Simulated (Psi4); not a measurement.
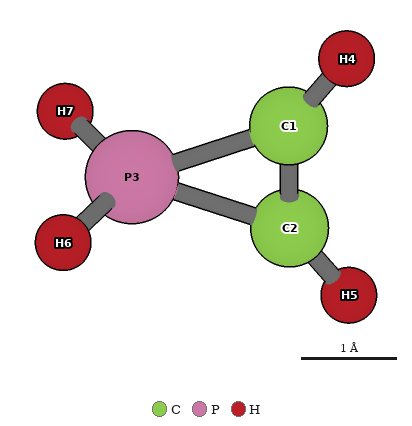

**Figure 1.** The input geometry (ball-and-stick view, seen at a tilt; atoms are numbered from 1 in the order of the input).

Excited-state calculation, with input and output: C$_{2}$H$_{4}$P (charge +1)

- system: C$_{2}$H$_{4}$P, charge +1
- method: TDDFT (wB97X)/def2-TZVPD, RKS (Psi4 1.11)

The geometry comes from this level: GFN2-xTB.

### Input file (calc.in)
```python
memory 1.6 GB

molecule {
  1 1
  C     -0.778470    -0.566580    -0.234630
  C     -0.248980     0.502140    -0.818500
  P      0.641320     0.041450     0.655330
  H     -1.561160    -1.297370    -0.289630
  H     -0.328630     1.179530    -1.645860
  H      0.433780     0.766330     1.810910
  H      1.842140    -0.625510     0.522380
  symmetry c1
}

set {
  basis                def2-TZVPD
  puream               true
  scf_type             df
  dft_radial_points    99
  dft_spherical_points 590
  df_basis_scf         def2-universal-jkfit
  save_jk              true
}

from psi4.driver.procrouting.response.scf_response import tdscf_excitations
E, wfn = energy("wb97x", return_wfn=True)
states = tdscf_excitations(wfn, states=4, tda=False)
```

Machine: 1 thread of Intel Xeon (Sapphire Rapids), 64 GiB of memory available, shared host.

Run as:
```bash
psi4 -i calc.in -o calc.out -n 1
```

### What the program printed
```
Psi4 1.11 release

   => Loading Basis Set <=

    Name: DEF2-TZVPD
    Role: ORBITAL
    Keyword: BASIS

         ---------------------------------------------------------
                                   SCF
                              RKS Reference
                        1 Threads,   1525 MiB Core
         ---------------------------------------------------------

  ==> Geometry <==

    Molecular point group: c1
    Full point group: C1

    Geometry (in Angstrom), charge = 1, multiplicity = 1:

       Center              X                  Y                   Z               Mass
    ------------   -----------------  -----------------  -----------------  -----------------
         C           -0.912760927572    -0.575625702772    -0.371251977125    12.000000000000
         C           -0.383270927572     0.493094297228    -0.955121977125    12.000000000000
         P            0.507029072428     0.032404297228     0.518708022875    30.973761998420
         H           -1.695450927572    -1.306415702772    -0.426251977125     1.007825032230
         H           -0.462920927572     1.170484297228    -1.782481977125     1.007825032230
         H            0.299489072428     0.757284297228     1.674288022875     1.007825032230
         H            1.707849072428    -0.634555702772     0.385758022875     1.007825032230

  Running in c1 symmetry.

  Rotational constants: A =      0.92742  B =      0.34539  C =      0.27473 [cm^-1]
  Rotational constants: A =  27803.48327  B =  10354.51232  C =   8236.31524 [MHz]
  Nuclear repulsion =   99.413318340834124

  Charge       = 1
  Multiplicity = 1
  Electrons    = 30
  Nalpha       = 15
  Nbeta        = 15

  ==> Algorithm <==

  SCF Algorithm Type is DF.
  DIIS enabled.
  MOM disabled.
  Fractional occupation disabled.
  Guess Type is SAD.
  Energy threshold   = 1.00e-06
  Density threshold  = 1.00e-06
  Integral threshold = 1.00e-12

  ==> Primary Basis <==

  Basis Set: DEF2-TZVPD
    Blend: DEF2-TZVPD
    Number of shells: 61
    Number of basis functions: 153
    Number of Cartesian functions: 171
    Spherical Harmonics?: true
    Max angular momentum: 3

  ==> DFT Potential <==

   => LibXC <=

    Version 7.1.2

   => Composite Functional: WB97X <=

    wB97X Hyb-GGA Exchange-Correlation Functional

    Deriv               =              1
    GGA                 =           TRUE
    Meta                =          FALSE

    Exchange Hybrid     =           TRUE
    MP2 Hybrid          =          FALSE

   => Exchange-Correlation Functionals <=

    1.0000   wB97X range-separated functional

   => Exact (HF) Exchange <=

    0.8423            HF,LR [omega = 0.3000]
    0.1577               HF

   => LibXC Density Thresholds  <==

    XC_HYB_GGA_XC_WB97X:  1.00E-14

   => Molecular Quadrature <=

    Radial Scheme          =       TREUTLER
    Pruning Scheme         =           NONE
    Nuclear Scheme         =       TREUTLER

    Blocking Scheme        =         OCTREE
    BS radius alpha        =              1
    Pruning alpha          =              1
    Radial Points          =             99
    Spherical Points       =            590
    Total Points           =         392367
    Total Blocks           =           2885
    Max Points             =            256
    Max Functions          =            152
    Weights Tolerance      =       1.00E-15

   => Loading Basis Set <=

    Name: DEF2-UNIVERSAL-JKFIT
    Role: JKFIT
    Keyword: DF_BASIS_SCF

  ==> Integral Setup <==

  DFHelper Memory: AOs need 0.189 GiB; user supplied 0.189 GiB.
  SCF_SUBTYPE=INCORE selected. In-core MEM_DF algorithm will be used.
  Using in-core AOs.

  ==> MemDFJK: Density-Fitted J/K Matrices <==

    J tasked:                   Yes
    K tasked:                   Yes
    wK tasked:                  Yes
    Omega:                3.000E-01
    Memory [MiB]:               193
    Algorithm:                 Core
    Schwarz Cutoff:           1E-12
    Mask sparsity (%):       0.1452
    Fitting Condition:        1E-10

   => Auxiliary Basis Set <=

  Basis Set: DEF2-UNIVERSAL-JKFIT
    Blend: DEF2-UNIVERSAL-JKFIT
    Number of shells: 112
    Number of basis functions: 350
    Number of Cartesian functions: 413
    Spherical Harmonics?: true
    Max angular momentum: 4

  Cached 50.0% of DFT collocation blocks in 0.766 [GiB].

  Minimum eigenvalue in the overlap matrix is 6.5507606536E-06.
  Reciprocal condition number of the overlap matrix is 6.4799242721E-07.
    Using symmetric orthogonalization.

  ==> Pre-Iterations <==

  SCF Guess: Superposition of Atomic Densities via on-the-fly atomic UHF (no occupation information).

   -------------------------
    Irrep   Nso     Nmo
   -------------------------
     A        153     153
   -------------------------
    Total     153     153
   -------------------------

  ==> Iterations <==

                           Total Energy        Delta E     RMS |[F,P]|

   @DF-RKS iter SAD:  -419.60784975104622   -4.19608e+02   0.00000e+00
   @DF-RKS iter   1:  -419.52359718873510    8.42526e-02   2.97886e-03 DIIS/ADIIS
   @DF-RKS iter   2:  -419.56816438203867   -4.45672e-02   2.01944e-03 DIIS/ADIIS
   @DF-RKS iter   3:  -419.61854946296307   -5.03851e-02   3.54373e-04 DIIS/ADIIS
   @DF-RKS iter   4:  -419.61976436594284   -1.21490e-03   6.32497e-05 DIIS
   @DF-RKS iter   5:  -419.61983365292485   -6.92870e-05   8.99474e-06 DIIS
   @DF-RKS iter   6:  -419.61983505702904   -1.40410e-06   2.97539e-06 DIIS
   @DF-RKS iter   7:  -419.61983521815546   -1.61126e-07   5.52642e-07 DIIS
  Energy and wave function converged.

  ==> Post-Iterations <==

   Electrons on quadrature grid:
      Ntotal   =   30.0000004824 ; deviation = 4.824e-07

    Orbital Energies [Eh]
    ---------------------

    Doubly Occupied:

       1A    -77.349868     2A    -10.537383     3A    -10.536433
       4A     -6.940349     5A     -5.099707     6A     -5.098472
       7A     -5.097633     8A     -1.226275     9A     -0.985808
      10A     -0.920061    11A     -0.850477    12A     -0.797825
      13A     -0.715368    14A     -0.648397    15A     -0.642868

    Virtual:

      16A     -0.161553    17A     -0.160867    18A     -0.118493
      19A     -0.099701    20A     -0.058854    21A     -0.038630
      22A     -0.033818    23A     -0.033334    24A      0.019501
      25A      0.020239    26A      0.021335    27A      0.025801
      28A      0.029574    29A      0.045124    30A      0.086825
      31A      0.089479    32A      0.105468    33A      0.106339
      34A      0.112647    35A      0.141336    36A      0.158522
      37A      0.164120    38A      0.168926    39A      0.170255
      40A      0.201285    41A      0.209299    42A      0.228978
      43A      0.229908    44A      0.239053    45A      0.247807
      46A      0.256792    47A      0.256900    48A      0.260096
      49A      0.260546    50A      0.272862    51A      0.299134
      52A      0.310946    53A      0.336600    54A      0.364029
      55A      0.382999    56A      0.383324    57A      0.392194
      58A      0.411042    59A      0.434178    60A      0.453959
      61A      0.459857    62A      0.482146    63A      0.486185
      64A      0.492227    65A      0.504737    66A      0.539720
      67A      0.543906    68A      0.611892    69A      0.616036
      70A      0.616359    71A      0.624677    72A      0.702154
      73A      0.708381    74A      0.717858    75A      0.747852
      76A      0.774890    77A      0.827481    78A      0.833056
      79A      0.974341    80A      0.980322    81A      1.033350
      82A      1.088870    83A      1.136339    84A      1.192278
      85A      1.227691    86A      1.239664    87A      1.240255
      88A      1.276719    89A      1.301081    90A      1.341112
      91A      1.398693    92A      1.419813    93A      1.438900
      94A      1.493441    95A      1.536130    96A      1.589863
      97A      1.627777    98A      1.698166    99A      1.701964
     100A      1.705622   101A      1.737755   102A      1.790174
     103A      1.792012   104A      1.863608   105A      1.875996
     106A      1.914331   107A      1.932342   108A      1.991754
     109A      2.024102   110A      2.115514   111A      2.130684
     112A      2.185099   113A      2.265098   114A      2.296455
     115A      2.311510   116A      2.398670   117A      2.490890
     118A      2.494987   119A      2.588398   120A      2.607835
     121A      2.679448   122A      2.699086   123A      2.765884
     124A      2.842885   125A      2.885112   126A      2.904733
     127A      2.946572   128A      2.946803   129A      2.985365
     130A      3.010494   131A      3.076846   132A      3.116541
     133A      3.121493   134A      3.189082   135A      3.192924
     136A      3.269293   137A      3.373173   138A      3.414372
     139A      3.426273   140A      3.612181   141A      3.629257
     142A      4.101088   143A      4.156527   144A      4.273731
     145A      4.589162   146A      4.599844   147A      5.067068
     148A      7.286862   149A      7.435719   150A      7.713257
     151A     15.240997   152A     22.246883   153A     22.503880

    Final Occupation by Irrep:
              A
    DOCC [    15 ]
    NA   [    15 ]
    NB   [    15 ]

  @DF-RKS Final Energy:  -419.61983521815546

   => Energetics <=

    Nuclear Repulsion Energy =             99.4133183408341239
    One-Electron Energy =                -765.6973557019571217
    Two-Electron Energy =                 272.5706925114117212
    DFT Exchange-Correlation Energy =     -25.9064903684442491
    Empirical Dispersion Energy =           0.0000000000000000
    VV10 Nonlocal Energy =                  0.0000000000000000
    Total Energy =                       -419.6198352181554583

Computation Completed

Properties will be evaluated at   0.000000,   0.000000,   0.000000 [a0]

Properties computed using the SCF density matrix

 Multipole Moments:

 ------------------------------------------------------------------------------------
     Multipole            Electronic (a.u.)      Nuclear  (a.u.)        Total (a.u.)
 ------------------------------------------------------------------------------------

 L = 1.  Multiply by 2.5417464519 to convert [e a0] to [Debye]
 Dipole X            :          0.7983575           -0.6080926            0.1902649
 Dipole Y            :          0.0542234           -0.0421915            0.0120319
 Dipole Z            :          0.8119076           -0.6166390            0.1952687
 Magnitude           :                                                    0.2729017

 ------------------------------------------------------------------------------------

	total time  =         18 seconds =       0.30 minutes

******************************************************************************************
**********                               WARNING                                **********
**********       The names of excited state variables changed between 1.5       **********
**********     and 1.6. For a quick solution, remove the symmetry specifier     **********
**********   from the variable name. For full details, see 'Notes on Psivars'   **********
**********                        in the documentation.                         **********
******************************************************************************************

         ---------------------------------------------------------
                         TDSCF excitation energies
         ---------------------------------------------------------

  ==> Options <==

     Residual threshold  : 1.0000e-04
     Initial guess       : denominators
     Reference           : RHF
     Solver type         : RPA (Hamiltonian)

  ==> Requested Excitations <==

      4 singlet states with A symmetry

  ==> Seeking the lowest 4 singlet states with A symmetry

                        Generalized Hamiltonian Solver

  ==> Options <==

    Max number of iterations        = 60
    Eigenvector tolerance           = 1.0000e-04
    Max number of expansion vectors = 800

  => Iterations <=
                              Max[D[value]]     Max[|R|]   # vectors
  HamiltonianSolver iter   1:   3.06396e-01  2.26137e-01     16
  HamiltonianSolver iter   2:   2.08140e-02  6.09831e-02     24
  HamiltonianSolver iter   3:   9.30126e-04  1.81173e-02     32
  HamiltonianSolver iter   4:   4.86940e-05  4.59529e-03     40
  HamiltonianSolver iter   5:   2.71073e-06  1.43146e-03     48
  HamiltonianSolver iter   6:   1.32251e-07  2.73473e-04     56
  HamiltonianSolver iter   7:   6.79600e-08  6.49283e-04     60
  HamiltonianSolver iter   8:   7.13397e-04  4.63310e-02     62
  HamiltonianSolver iter   9:   2.59579e-04  1.34253e-02     64
  HamiltonianSolver iter  10:   2.79413e-05  4.61551e-03     66
  HamiltonianSolver iter  11:   2.05551e-06  9.79649e-04     68
  HamiltonianSolver iter  12:   7.75490e-08  2.08944e-04     70
  HamiltonianSolver iter  13:   3.48318e-09  6.83043e-05     72      Converged

******************************************************************************************
**********                               WARNING                                **********
**********  Length-gauge rotatory strengths are **NOT** gauge-origin invariant  **********
******************************************************************************************

                                    Excitation Energy         Total Energy        Oscillator Strength             Rotatory Strength
     #   Sym: GS->ES (Trans)        au              eV              au          au (length)    au (velocity)    au (length)    au (velocity)
    ---- -------------------- --------------- --------------- --------------- --------------- --------------- --------------- ---------------
     1        A->A (1 A)       0.24936         6.78535        -419.37048       0.0039          0.0042          0.0047          0.0047
     2        A->A (1 A)       0.25564         6.95622        -419.36420       0.0000          0.0000         -0.0030         -0.0031
     3        A->A (1 A)       0.27345         7.44091        -419.34639       0.0580          0.0575         -0.0070         -0.0070
     4        A->A (1 A)       0.29558         8.04302        -419.32426       0.1932          0.1973          0.0009          0.0009

Contributing excitations and de-excitations
Only contributions with abs(coeff) > 1.00e-01 will be printed:

Excited State    1 (1 A):   0.24936 au   182.72 nm f = 0.0039
  Sums of squares: Xssq =  1.001554e+00; Yssq =  1.553977e-03; Xssq - Yssq =  1.000000e+00
     14a  ->  16a     0.989453 (97.902%)

Excited State    2 (1 A):   0.25564 au   178.24 nm f = 0.0000
  Sums of squares: Xssq =  1.001713e+00; Yssq =  1.712782e-03; Xssq - Yssq =  1.000000e+00
     13a  ->  16a     0.117743 ( 1.386%)
     15a  ->  17a     0.981090 (96.254%)

Excited State    3 (1 A):   0.27345 au   166.63 nm f = 0.0580
  Sums of squares: Xssq =  1.008321e+00; Yssq =  8.320804e-03; Xssq - Yssq =  1.000000e+00
     13a  ->  17a     0.376505 (14.176%)
     14a  ->  18a    -0.119085 ( 1.418%)
     14a  ->  19a    -0.145828 ( 2.127%)
     15a  ->  16a     0.887310 (78.732%)

Excited State    4 (1 A):   0.29558 au   154.15 nm f = 0.1932
  Sums of squares: Xssq =  1.007633e+00; Yssq =  7.632612e-03; Xssq - Yssq =  1.000000e+00
     13a  ->  19a     0.189917 ( 3.607%)
     14a  ->  17a     0.953313 (90.880%)
     15a  ->  21a    -0.140330 ( 1.969%)
     15a  ->  24a    -0.106496 ( 1.134%)

******************************************************************************************
**********                               WARNING                                **********
**********       The names of excited state variables changed between 1.5       **********
**********     and 1.6. For a quick solution, remove the symmetry specifier     **********
**********   from the variable name. For full details, see 'Notes on Psivars'   **********
**********                        in the documentation.                         **********
******************************************************************************************

    Psi4 run time: 0:02:26.73
```

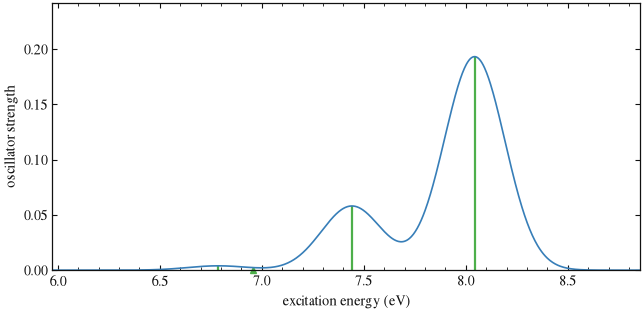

**Figure 2.** Computed excitations as sticks (degenerate states added up, dark ones marked on the axis), with a Gaussian envelope of 0.35 eV full width at half maximum, scaled to the tallest. Of the 4 states the lowest lies at 6.79 eV (f = 0.004); the strongest line is at 8.04 eV, or 154 nm (f = 0.193).

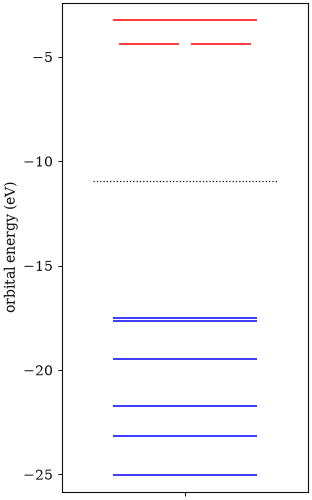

**Figure 3.** Orbital energies near the frontier; the dotted line parts filled from empty levels, and levels within 0.02 eV of each other stand side by side. Highest filled −17.49 eV, lowest empty −4.40 eV, 13.09 eV apart.

### Results in brief

```json
{"quantity": "outcome", "value": "converged"}
{"quantity": "total energy", "value": "−419.619835 hartree"}
{"quantity": "basis functions", "value": "153"}
{"quantity": "HOMO", "value": "−17.49 eV"}
{"quantity": "LUMO", "value": "−4.40 eV"}
{"quantity": "lowest excitation", "value": "6.79 eV"}
{"quantity": "wall time", "value": "2.5 min"}
{"quantity": "peak memory", "value": "1.2 GiB"}
```
